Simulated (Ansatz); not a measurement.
# Calculations on C2H9NO2Si

Part 1: Relaxation

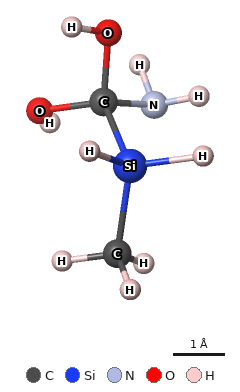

C₂H₉NO₂Si, before the relaxation. A ball-and-stick model, seen from a free direction.

The run prepares an end point of a later path (inversion) calculation, from a guessed geometry.

Computed with RKS BHLYP/def2-SVP in Ansatz.

Input
```yaml
crystal:
  periodic: [false, false, false]
  atoms:
    - { symbol: C, position_ang: [-0.7912, -1.5282, -1.3351] }
    - { symbol: Si, position_ang: [0.0847, -1.154, 0.2232] }
    - { symbol: C, position_ang: [0.11, 0.752, 0.5943] }
    - { symbol: "N", position_ang: [1.0381, 1.4294, -0.3738] }
    - { symbol: O, position_ang: [0.7054, 1.1035, 1.8316] }
    - { symbol: O, position_ang: [-1.1075, 1.4061, 0.5406] }
    - { symbol: H, position_ang: [-1.8426, -1.1172, -1.2756] }
    - { symbol: H, position_ang: [-0.8377, -2.5388, -1.5667] }
    - { symbol: H, position_ang: [-0.3593, -0.9714, -2.1565] }
    - { symbol: H, position_ang: [1.4816, -1.6773, 0.1322] }
    - { symbol: H, position_ang: [-0.5723, -1.8656, 1.3805] }
    - { symbol: H, position_ang: [1.9109, 1.0018, -0.302] }
    - { symbol: H, position_ang: [1.0838, 2.3709, 0.0122] }
    - { symbol: H, position_ang: [0.0643, 0.7493, 2.523] }
    - { symbol: H, position_ang: [-0.99, 1.9887, -0.1985] }
basis:
  gaussian: { orbitals: def2-SVP }
hamiltonian:
  xc: { name: BHLYP }
relax:
  f_tol: 0.015
  max_steps: 40
```

Command:
```bash
ansatz run input.yaml --threads 2 --pin off --max-ram 3072MiB --backend cpu --events-out ev --progress --plain --runs-dir out
```

Where does the relaxation end?

Answer. The energy falls by 0.575 eV in 13 accepted moves (16 points after the start). The largest force component goes from 3.6 to 0.014 eV/Å. The line search rejected the trial steps at points 7, 9, 13 of the run. The atom that moves furthest after the best rigid fit is H15 (0.54 Å). By element the largest moves are H 0.54 Å, O 0.14 Å, C 0.13 Å, Si 0.06 Å, N 0.05 Å. Near-neighbour distances that change, for instance: C3–N4 1.502 → 1.423 Å, C1–H8 1.038 → 1.094 Å, O5–H14 1.007 → 0.956 Å, C1–Si2 1.826 → 1.874 Å. Among the angles between lasting bonds that change: N4–C3–O5 101.0° → 110.1°, C3–N4–H13 101.6° → 108.7°, Si2–C3–O6 116.4° → 109.6°. Groups turn about C3–O6 by about 35°.

Final geometry:

```xyz
15

C    -0.8272   -1.4181   -1.3448
Si    0.1111   -1.1057    0.2470
C     0.2297    0.7777    0.6206
N     1.0578    1.4442   -0.3256
O     0.7125    0.9892    1.9158
O    -1.0543    1.3476    0.5781
H    -1.8423   -1.0159   -1.2782
H    -0.9033   -2.4877   -1.5593
H    -0.3221   -0.9362   -2.1867
H     1.4840   -1.6677    0.1631
H    -0.5875   -1.7260    1.3997
H     1.9716    1.0172   -0.3795
H     1.1897    2.4039   -0.0240
H     0.0157    0.7876    2.5392
H    -1.2571    1.5392   -0.3359
```

The end point in the same view:

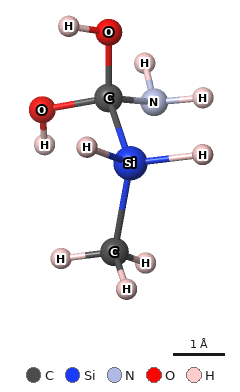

Part 2: Relaxation

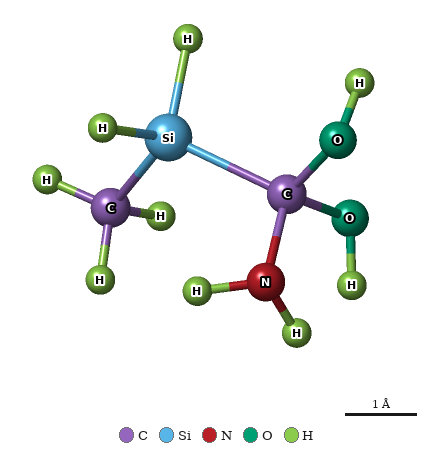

C$_{2}$H$_{9}$NO$_{2}$Si, before the relaxation. A ball-and-stick model, seen at a tilt.

The run prepares an end point of a later path (inversion) calculation, from a guessed geometry.

Level of theory: RKS BHLYP/def2-SVP in Ansatz.

Input file:
```yaml
crystal:
  periodic: [false, false, false]
  atoms:
    - { symbol: C, position_ang: [-0.7912, -1.5282, -1.3351] }
    - { symbol: Si, position_ang: [0.0847, -1.154, 0.2232] }
    - { symbol: C, position_ang: [0.11, 0.752, 0.5943] }
    - { symbol: "N", position_ang: [1.0381, 1.4294, -0.3738] }
    - { symbol: O, position_ang: [0.7054, 1.1035, 1.8316] }
    - { symbol: O, position_ang: [-1.1075, 1.4061, 0.5406] }
    - { symbol: H, position_ang: [-1.8426, -1.1172, -1.2756] }
    - { symbol: H, position_ang: [-0.8377, -2.5388, -1.5667] }
    - { symbol: H, position_ang: [-0.3593, -0.9714, -2.1565] }
    - { symbol: H, position_ang: [1.4816, -1.6773, 0.1322] }
    - { symbol: H, position_ang: [-0.5723, -1.8656, 1.3805] }
    - { symbol: H, position_ang: [1.38153, 0.75188, -0.98437] }
    - { symbol: H, position_ang: [0.39892, 2.04756, -0.87063] }
    - { symbol: H, position_ang: [0.0643, 0.7493, 2.523] }
    - { symbol: H, position_ang: [-0.99, 1.9887, -0.1985] }
basis:
  gaussian: { orbitals: def2-SVP }
hamiltonian:
  xc: { name: BHLYP }
relax:
  f_tol: 0.015
  max_steps: 40
```

Launched with:
```bash
ansatz run input.yaml --threads 2 --pin off --max-ram 3072MiB --backend cpu --events-out ev --progress --plain --runs-dir out
```

> What does the optimiser find from here?

Over 16 accepted moves (17 points after the start) the energy falls by 1.172 eV. The largest force component goes from 2.8 to 0.0084 eV/Å. The line search rejected the trial step at point 12 of the run. H12 moves most after the best rigid fit: 1.14 Å. By element the largest moves are H 1.14 Å, O 0.25 Å, N 0.25 Å, C 0.16 Å, Si 0.06 Å. Among the contacts that change: C3–N4 1.502 → 1.428 Å, C1–H8 1.038 → 1.094 Å, O5–H14 1.007 → 0.955 Å, C1–Si2 1.826 → 1.873 Å. Bond angles that change, for instance: Si2–C3–O6 116.4° → 106.0°, C3–N4–H13 101.6° → 110.8°, N4–C3–O6 107.8° → 113.9°. Groups turn about C3–N4 by about 80°, C3–O6 by about 65°. Cost: 57 s on 2 threads of AMD EPYC 9R14 (Zen 4), on a shared host, peak memory 0.38 GiB.

Final geometry:

```xyz
15

C    -0.7377   -1.6478   -1.3853
Si    0.0335   -1.1722    0.2541
C     0.1476    0.7355    0.4383
N     0.9929    1.2886   -0.5712
O     0.7411    1.1073    1.6460
O    -1.1742    1.2080    0.3961
H    -1.7251   -1.1889   -1.4850
H    -0.8521   -2.7324   -1.4666
H    -0.1155   -1.3146   -2.2211
H     1.3945   -1.7363    0.3938
H    -0.7925   -1.6689    1.3859
H     0.5198    1.3220   -1.4610
H     1.2993    2.2187   -0.3137
H     0.1875    0.7945    2.3589
H    -1.1551    2.1626    0.4952
```

After the run, drawn alike:

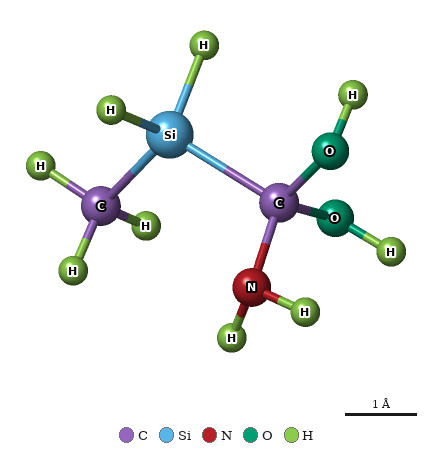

Part 3: Path

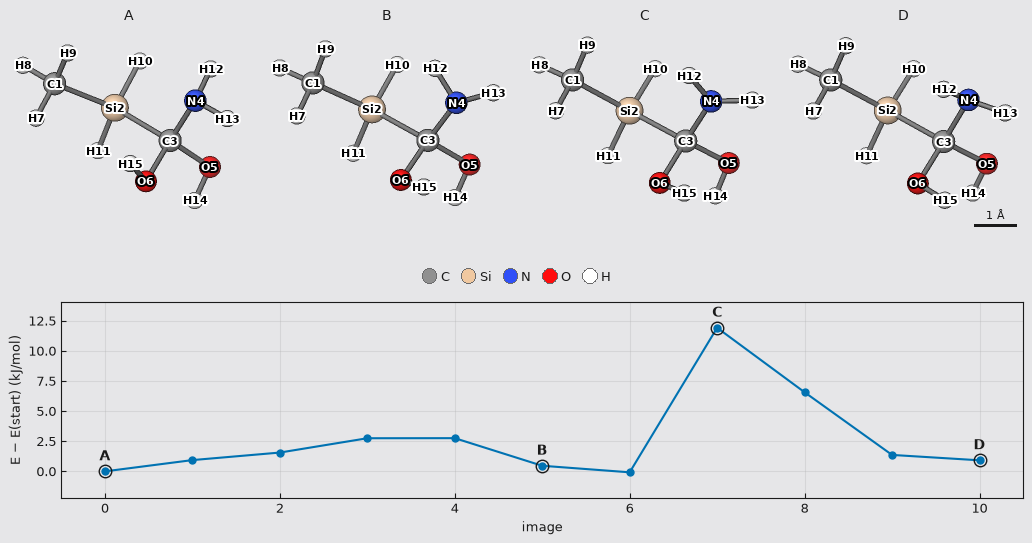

A nudged-elastic-band calculation for C2H9NO2Si. Images are numbered from 0 (start) to 10 (end). Frames A to D are images 0, 5, 7, 10. Style: ball-and-stick. Shown from a free direction.

Level of theory: RKS BHLYP/def2-SVP (Ansatz 0.2.0). Settings: 9 movable images; climbing image; force threshold 0.05 eV/Å; iteration limit 38; starting path through a guess of the saddle point.

Question: What happens along the path, and what is the barrier?

Answer: The path has more than one stage, and so few images may leave a stage unresolved. No bond forms or breaks between the ends. Bond angles that change up to the highest image, for instance: H12–N4–H13 107.3° → 119.8°, C3–N4–H13 108.7° → 118.9°. The highest point, image 7, lies 11.9 kJ/mol above the start and 11.0 kJ/mol above the end; the end is at +0.9 kJ/mol relative to the start. The profile has 2 maxima (images 4, 7) with a dip at image 6 (−0.1 kJ/mol), so the process runs in steps. The band converged in 14 iterations. The largest component of the band force went from 43 to 0.036 eV/Å. The climbing image converged on the top of the path. Its vibrational analysis gives one imaginary mode (591i cm⁻¹), as a transition state must have.

Cost: 6.5 min on 2 threads of AMD EPYC 9R14 (Zen 4), with other jobs on the host, peak memory 0.37 GiB.
